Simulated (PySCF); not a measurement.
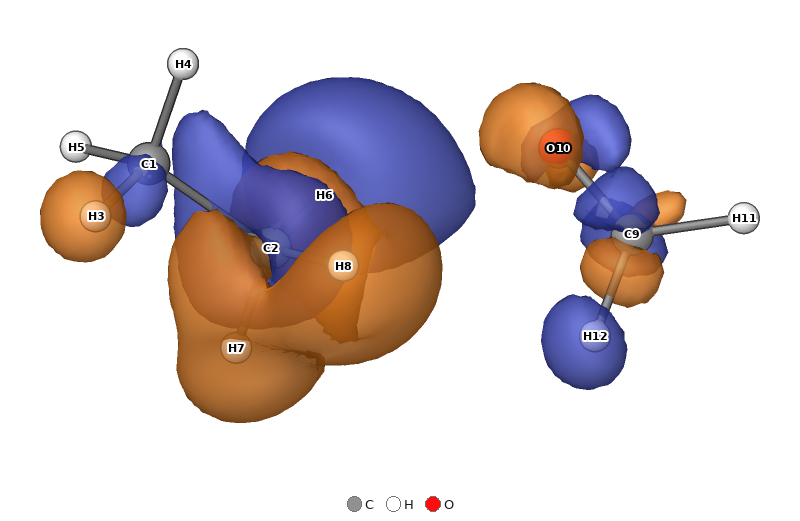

*C3H8O, SMILES `CC.C=O`. Density of the complex less the densities of the two fragments at the same geometry, ±0.001 e/Å³ (orange: gain, blue: loss). Fragment A: H6C2 (atoms 1–8); fragment B: H2CO.*

Computed with PySCF, r2SCAN/def2-TZVP, geometry: GFN2-xTB.

Input script:

```python
import numpy as np
from pyscf import gto, scf, dft
from pyscf.scf import atom_ks, atom_hf
from scipy.linalg import block_diag
from pyscf.dispersion import dftd3

def solve(mol, dm0=None, hcore=None):
    mf = (dft.UKS if mol.spin else dft.RKS)(mol, xc='r2scan')
    mf.grids.level = 3
    mf = mf.density_fit(auxbasis='def2-universal-jkfit')
    mf.conv_tol, mf.max_cycle = 1e-8, 80
    if hcore is not None:
        mf.get_hcore = lambda *args: hcore
    mf.kernel(dm0)
    if not mf.converged:
        mf = mf.newton().run(mf.mo_coeff, mf.mo_occ, max_cycle=30)
    assert mf.converged, 'SCF not converged'
    return mf

mol = gto.M(atom='''
C     -2.65289     0.28120     0.13837
C     -1.35888    -0.46341    -0.15419
H     -3.46386    -0.41743     0.33376
H     -2.53578     0.92173     1.00953
H     -2.93441     0.90406    -0.70757
H     -0.54991     0.23823    -0.34207
H     -1.47413    -1.09972    -1.02920
H     -1.08062    -1.09035     0.69099
C      2.45840    -0.36500     0.12336
O      1.99768     0.70313    -0.13871
H      3.36521    -0.48854     0.73859
H      2.01225    -1.30975    -0.22954
''', basis='def2-tzvp', charge=0, spin=0, verbose=4)
mol_a = gto.M(atom='''
C     -2.65289     0.28120     0.13837
C     -1.35888    -0.46341    -0.15419
H     -3.46386    -0.41743     0.33376
H     -2.53578     0.92173     1.00953
H     -2.93441     0.90406    -0.70757
H     -0.54991     0.23823    -0.34207
H     -1.47413    -1.09972    -1.02920
H     -1.08062    -1.09035     0.69099
ghost-C      2.45840    -0.36500     0.12336
ghost-O      1.99768     0.70313    -0.13871
ghost-H      3.36521    -0.48854     0.73859
ghost-H      2.01225    -1.30975    -0.22954
''', basis='def2-tzvp', charge=0, spin=0, verbose=4)
mol_b = gto.M(atom='''
ghost-C     -2.65289     0.28120     0.13837
ghost-C     -1.35888    -0.46341    -0.15419
ghost-H     -3.46386    -0.41743     0.33376
ghost-H     -2.53578     0.92173     1.00953
ghost-H     -2.93441     0.90406    -0.70757
ghost-H     -0.54991     0.23823    -0.34207
ghost-H     -1.47413    -1.09972    -1.02920
ghost-H     -1.08062    -1.09035     0.69099
C      2.45840    -0.36500     0.12336
O      1.99768     0.70313    -0.13871
H      3.36521    -0.48854     0.73859
H      2.01225    -1.30975    -0.22954
''', basis='def2-tzvp', charge=0, spin=0, verbose=4)
ab, a, b = solve(mol), solve(mol_a), solve(mol_b)
e_int = ab.e_tot - a.e_tot - b.e_tot
print('counterpoise-corrected interaction energy / kcal/mol', e_int * 627.5095)
def disp(atoms, charge):
    m = gto.M(atom=atoms, charge=charge, basis='sto-3g', spin=None, unit='Bohr', verbose=0)
    return dftd3.DFTD3Dispersion(m, xc='r2scan', version='d3bj').get_dispersion()['energy']
e_disp = disp(mol._atom, mol.charge) - disp(mol._atom[:8], mol_a.charge) - disp(mol._atom[8:], mol_b.charge)
print('D3(BJ) part / kcal/mol', e_disp * 627.5095)
# spherically averaged free atoms, for the promolecule
atm = atom_ks.get_atm_nrks(mol, xc='r2scan')
pro = block_diag(*[(atm[a[0]][2] * atm[a[0]][3]) @ atm[a[0]][2].T for a in mol._atom])
np.savez('result.npz', e_int=e_int, e_disp=e_disp, dm_a=a.make_rdm1(), dm_b=b.make_rdm1(), c=ab.mo_coeff, occ=ab.mo_occ, eps=ab.mo_energy, pro=pro, d=[f.dip_moment(verbose=0) for f in (ab, a, b)])
```

Run with:

```sh
OMP_NUM_THREADS=1 python input.py
```

The run took 2.4 min on 1 thread of Arm Neoverse V1 (shared host), peak memory 0.68 GiB.

Partitions, critical points and surface values were worked out afterwards from this run's density.

Question: Which way does charge flow?

Answer: Hirshfeld charges show almost no net transfer (under 0.005 e). By Hirshfeld charges, electrons gather most on H8 (−0.005 e) and leave H6 most (+0.009 e); 0.03 e is displaced in all, which induces a dipole of 0.18 D.

Question: What is the interaction energy, and which contacts carry it?

Answer: The counterpoise-corrected interaction energy of the frozen fragments is −0.4 kcal/mol without dispersion correction and −0.8 kcal/mol with D3(BJ). The pair geometry is semi-empirical, not a minimum at this level. Contacts: H6···O10, weak C–H hydrogen bond, 2.60 Å, ρ = 0.007 a.u. The pose is a local one from a semi-empirical search, not shown to be the most stable.
